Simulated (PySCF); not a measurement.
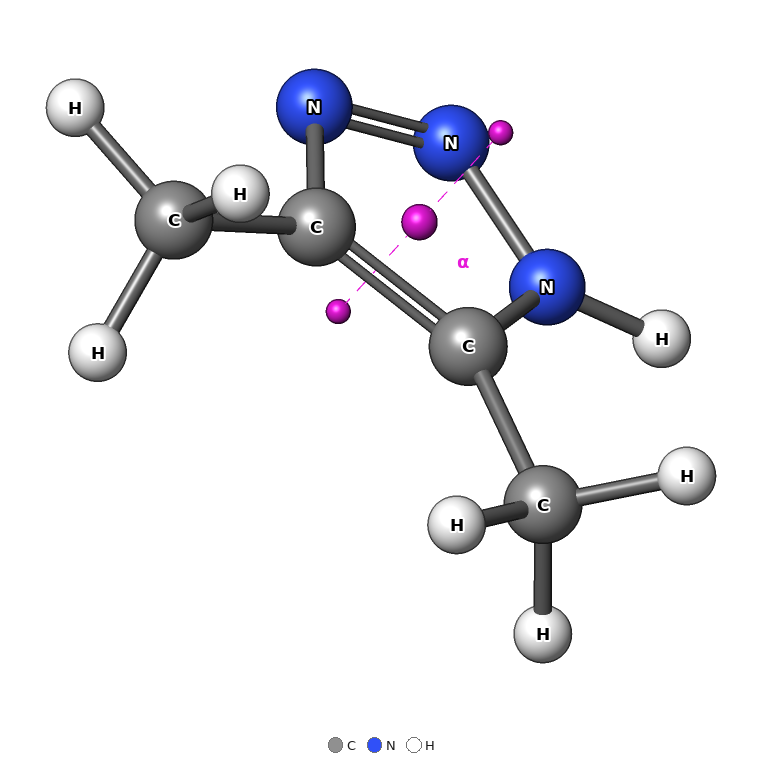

The small points mark where nucleus-independent chemical shifts (NICS) were computed: at the centre of each lettered ring and 1 Å above and below it. The geometry was computed by an optimisation with GFN2-xTB. No frequency run is at hand to confirm it as a minimum. Level of theory: GIAO PBE0/pcSseg-1 NMR shielding, non-relativistic, gas phase (PySCF 2.14.0).

Give NICS(0), NICS(1) and the out-of-plane component NICS(1)zz for each ring (means of the two sides).

```csv
ring,members,NICS(0),NICS(1),NICS(1)zz
α,C2N3,−12.5,−12.9,−32.0
```

Values in ppm.

What do the values say about the ring currents?

Ring α: diatropic, as in an aromatic ring. NICS is one index among several.
